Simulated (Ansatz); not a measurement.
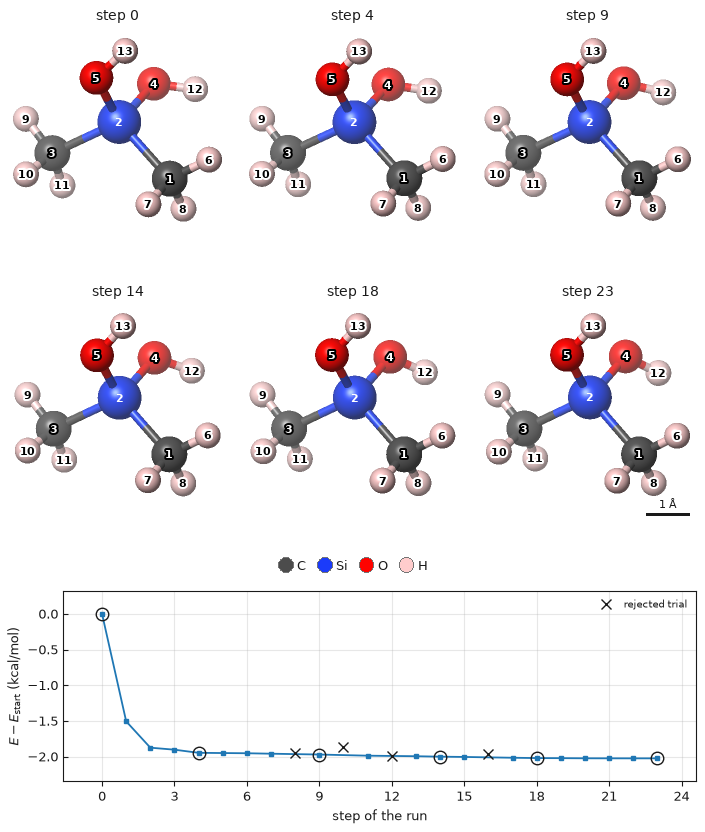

Frames of a relaxation of C2H8O2Si, marked on the history of the run. A ball-and-stick model, seen from a free direction.

The start comes from PBE-D4/def2-SVP.

These are results of RKS PBE0-D4/def2-TZVP (Ansatz 0.2.0), not measurements. Settings: force threshold 0.005 eV/Å; at most 150 steps.

Describe the path.

The atom that moves furthest after the best rigid fit is H12 (0.35 Å). Largest moves by element: H 0.35 Å, O 0.19 Å, C 0.05 Å, Si 0.04 Å. Some distances before and after: Si2–O5 1.685 → 1.644 Å, Si2–O4 1.690 → 1.654 Å, C1–Si2 1.887 → 1.866 Å, C1–H6 1.111 → 1.094 Å. Bond angles that change, for instance: O4–Si2–O5 110.0° → 106.7°, Si2–O4–H12 114.4° → 117.4°, C3–Si2–O4 109.0° → 111.7°. Groups turn about Si2–O4 by about 40°. The energy falls by 2.02 kcal/mol in 19 accepted moves (23 points after the start). Largest force component: 0.85 eV/Å at the start, 0.0018 eV/Å at the end. The line search rejected the trial steps at points 8, 10, 12, 16 of the run. Cost: 75 s on 4 threads of Arm Neoverse V2, on a shared host. From step 0 to 4: H12 moves most (0.06 Å), energy −1.95 kcal/mol. From step 4 to 9: H12 moves most (0.05 Å), energy −0.02 kcal/mol. From step 9 to 14: H12 moves most (0.09 Å), energy −0.03 kcal/mol. From step 14 to 18: H12 moves most (0.09 Å), energy −0.02 kcal/mol. From step 18 to 23: H12 moves most (0.06 Å), energy 0.00 kcal/mol.

| step | E − E(0), kcal/mol | largest force component, eV/Å | note |
| --- | --- | --- | --- |
| 0 | 0.00 | 0.8507 |  |
| 1 | -1.51 | 0.4822 |  |
| 2 | -1.87 | 0.0862 |  |
| 3 | -1.90 | 0.0524 |  |
| 4 | -1.95 | 0.0547 |  |
| 5 | -1.95 | 0.0205 |  |
| 6 | -1.95 | 0.0178 |  |
| 7 | -1.96 | 0.0142 |  |
| 8 | -1.96 | 0.2861 | rejected |
| 9 | -1.97 | 0.0331 |  |
| 10 | -1.87 | 0.7072 | rejected |
| 11 | -1.99 | 0.0407 |  |
| 12 | -1.98 | 0.2556 | rejected |
| 13 | -1.99 | 0.0359 |  |
| 14 | -2.00 | 0.0602 |  |
| 15 | -2.00 | 0.1508 |  |
| 16 | -1.96 | 0.0908 | rejected |
| 17 | -2.02 | 0.0254 |  |
| 18 | -2.02 | 0.0082 |  |
| 19 | -2.02 | 0.0911 |  |
| 20 | -2.02 | 0.0181 |  |
| 21 | -2.02 | 0.0010 |  |
| 22 | -2.02 | 0.0056 |  |
| 23 | -2.02 | 0.0018 |  |
